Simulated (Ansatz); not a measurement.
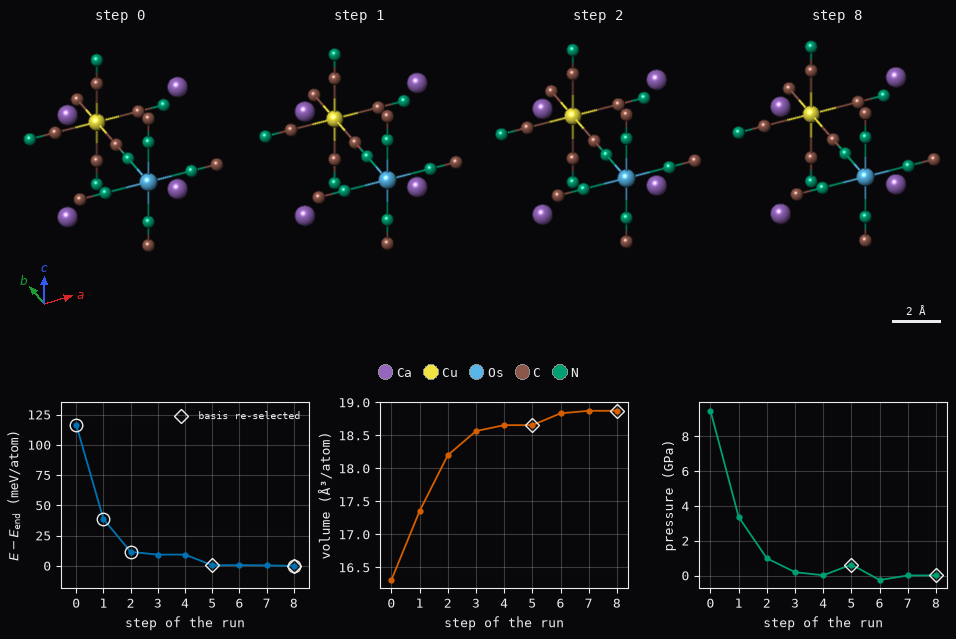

Frames of a relaxation of crystalline Ca$_{2}$CuOsC$_{6}$N$_{6}$ (a generated structure, set up in Fm-3m) (coarse preliminary run), marked on the history of the run. The picture is a ball-and-stick view of the atoms within 5.0 Å of the atom that moves most (axes of the conventional cell (4 times the calculation's cell)), seen from a free direction. Lengths and directions refer to the drawn axes.

Level of theory: Ansatz, DFT PBE, scalar-relativistic, plane waves, PAW. Set-up: plane-wave cutoff 420 eV; k-point mesh 4 × 4 × 4; occupations gaussian; smearing width 0.1 eV; collinear spin; cell and atoms relaxed; force threshold 0.04 eV/Å; at most 70 steps.

Q: What happens along the run?

A: The energy falls by 117 meV per atom in 6 accepted moves (8 points after the start). The largest force component goes from 1.5 to 0.012 eV/Å. The pressure goes from 9.47 to 0.01 GPa. At 2 points the geometry stayed and the basis and grid were re-selected for the new cell (energy shift of 8.9 meV per atom at most each time). The largest moves relative to the cell, 0.15 Å, are those of C atoms. Largest moves by element: C 0.15 Å, N 0.11 Å. Ca and Cu and Os stay in place. Cell: a = b = c 10.144 → 10.650 Å (+5.0 %). Volume +15.7 %. Some distances before and after: C–Cu 1.917 → 2.163 Å, C–N 1.170 → 1.183 Å, N–Os 1.985 → 1.979 Å. The space group stays Fm-3m (No. 225). The program noted that the starting moments weren't kept. Cost: 2.2 min on 1 thread of Intel(R) Xeon(R) 6975P-C (Granite Rapids) (shared host), peak memory 0.93 GiB. From step 0 to 1: C atoms move most (0.06 Å), volume +6.4 %, energy −77.9 meV per atom. From step 1 to 2: C atoms move most (0.06 Å), volume +4.9 %, energy −27.1 meV per atom. From step 2 to 8: C atoms move most (0.03 Å), volume +3.7 %, energy −11.6 meV per atom.
